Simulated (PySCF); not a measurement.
# M06-2X/STO-3G run of CHBrCl− (SMILES Cl[CH-]Br)

Aim: the vertical singlet–triplet gap of CHBrCl− at M06-2X/STO-3G, from 2 runs. Input form: a Python script.

The results are computed with PySCF 2.14.0.

6 further runs of the same task are left out: 6 set aside as unsound or not needed.

## Step 1: The structure to begin with

CHBrCl−: 4 atoms, total charge -1, spin state singlet. As SMILES, `Cl[CH-]Br`. Geometry: relaxed at GFN2-xTB.

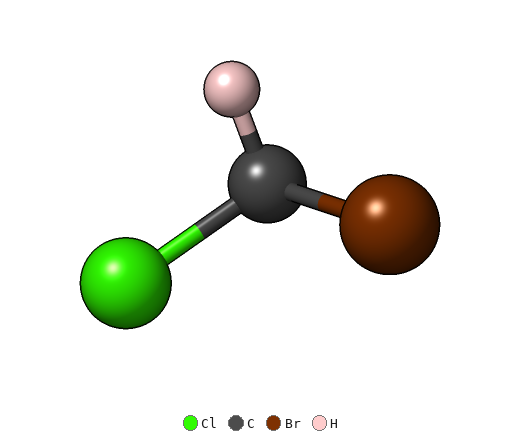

Viewed from a chosen angle; chlorine green, carbon dark grey, bromine brown, hydrogen pink.

## Step 2: The energy at M06-2X/STO-3G

File run.py:

```python
# Cl[CH-]Br
from pyscf import gto, dft

molecule = gto.M(
    atom='''
Cl    -2.975090     0.548021    -0.804419
C      0.464098     0.100137    -0.934470
Br     1.365025    -2.503434     1.721635
H      1.145968     1.855276     0.017253
''',
    unit='bohr',
    verbose=3,
    charge=-1,
    max_memory=1860,
    basis='sto-3g',
)

mf = dft.RKS(molecule, xc='m06-2x')
mf.grids.level = 5
mf.conv_tol = 1e-10
mf.kernel()
if not mf.converged:
    mf = mf.newton().run(mf.mo_coeff, mf.mo_occ)

etot = mf.e_tot
print('E = %.10f Eh' % etot)
```

Launch:

```console
$ OMP_NUM_THREADS=1 python run.py
```

What it wrote:

```text
converged SCF energy = -3039.32644392716
E = -3039.3264439272 Eh
```

It took 6.3 s on 1 thread of Arm Neoverse V1, shared host; peak memory 0.26 GiB.

## Step 3: The triplet, same level

File job.py:

```python
from pyscf import gto, dft

mol = gto.Mole()
mol.atom = '''
Cl      -1.574350       0.290000      -0.425680
C        0.245590       0.052990      -0.494500
Br       0.722340      -1.324760       0.911050
H        0.606420       0.981770       0.009130
'''
mol.max_memory = 1860
mol.verbose = 4
mol.spin = 2
mol.basis = 'sto-3g'
mol.charge = -1
mol.build()

mf = dft.UKS(mol)
mf.xc = 'm06-2x'
mf.conv_tol = 1e-10
mf.grids.level = 5
mf.kernel()
if not mf.converged:
    mf = mf.newton().run(mf.mo_coeff, mf.mo_occ)

e_tot = mf.e_tot
print('E = %.10f Eh' % e_tot)
```

Launch:

```console
$ OMP_NUM_THREADS=1 python job.py
```

What it wrote:

```text
PySCF version 2.14.0

[INPUT] num. atoms = 4
[INPUT] num. electrons = 60
[INPUT] charge = -1
[INPUT] spin (= nelec alpha-beta = 2S) = 2
[INPUT] symmetry False subgroup None
[INPUT] Mole.unit = angstrom
[INPUT] Symbol           X                Y                Z      unit          X                Y                Z       unit  Magmom
[INPUT]  1 Cl    -1.574350000000   0.290000000000  -0.425680000000 AA   -2.975090324209   0.548020576124  -0.804418616705 Bohr   0.0
[INPUT]  2 C      0.245590000000   0.052990000000  -0.494500000000 AA    0.464097838932   0.100136587341  -0.934469568597 Bohr   0.0
[INPUT]  3 Br     0.722340000000  -1.324760000000   0.911050000000 AA    1.365024768818  -2.503433580779   1.721634985785 Bohr   0.0
[INPUT]  4 H      0.606420000000   0.981770000000   0.009130000000 AA    1.145967716459   1.855276417314   0.017253199517 Bohr   0.0

[... 42 lines left out ...]
WARN: HOMO -0.0843748661892948 >= LUMO -0.299396650385378
[... 5 lines left out ...]
WARN: HOMO 0.292661784760943 >= LUMO 0.286526324637312
[... 50 lines left out ...]
converged SCF energy = -3039.17397343077  <S^2> = 2.0043871  2S+1 = 3.0029233
E = -3039.1739734308 Eh
```

Wall time 17 s (1 thread of Arm Neoverse V1, shared host); peak memory 0.27 GiB.

## Step 4: Summary of results

Level: M06-2X/STO-3G.

```
                                                      quantity           value
                                         singlet: total energy  -3039.32644 Eh
                                          singlet: HOMO energy         3.41 eV
                                          singlet: LUMO energy        12.59 eV
singlet: HOMO–LUMO gap (to an unbound level, set by the basis)         9.18 eV
                                         triplet: total energy  -3039.17397 Eh
                   triplet: HOMO energy (highest over α and β)         7.73 eV
                    triplet: LUMO energy (lowest over α and β)         8.83 eV
                                                 triplet: ⟨S²⟩           2.004
              vertical energy of the triplet above the singlet        4.149 eV
```

What this shows: At this shape the triplet lies 4.15 eV (96 kcal/mol) above the singlet. For an anion a state so high probably lies above electron detachment. In a minimal basis such a difference can be off by several eV, whatever the method. The HOMO (singlet) lies at positive energy, 3.41 eV; only total energies tell whether the electron is bound. Mulliken charges (triplet) run from -0.45 on Br3 to -0.01 on H4; they depend strongly on the basis. The HOMO (triplet) lies at positive energy, 7.73 eV; only total energies tell whether the electron is bound.
